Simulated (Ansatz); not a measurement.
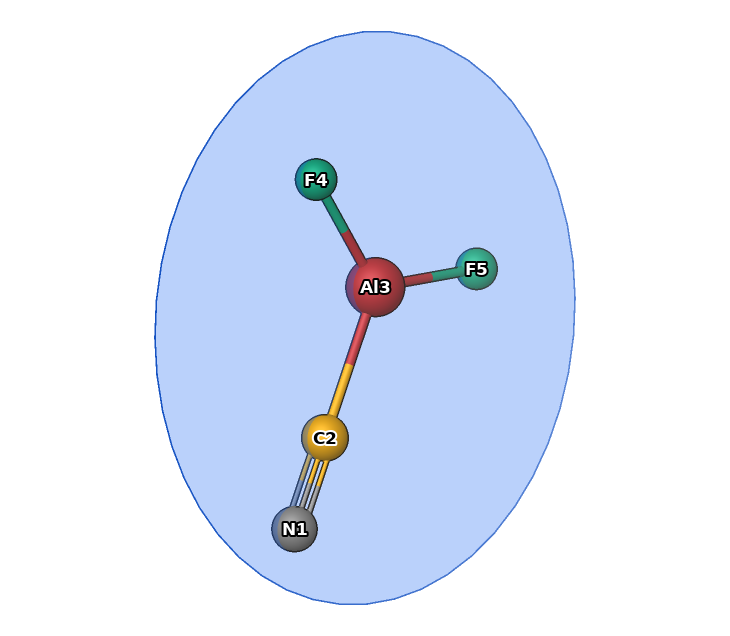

A disc through the centre of mass is drawn in. Atoms fade into the background with distance from the viewer. The geometry was computed by an optimisation with PBE0-D4/def2-TZVP. No frequency run is at hand to confirm it as a minimum.

Is the plane of the disc a mirror plane of the structure?

Yes. The reflection leaves N1, C2, Al3, F4, F5 in place. The point group is C2v.
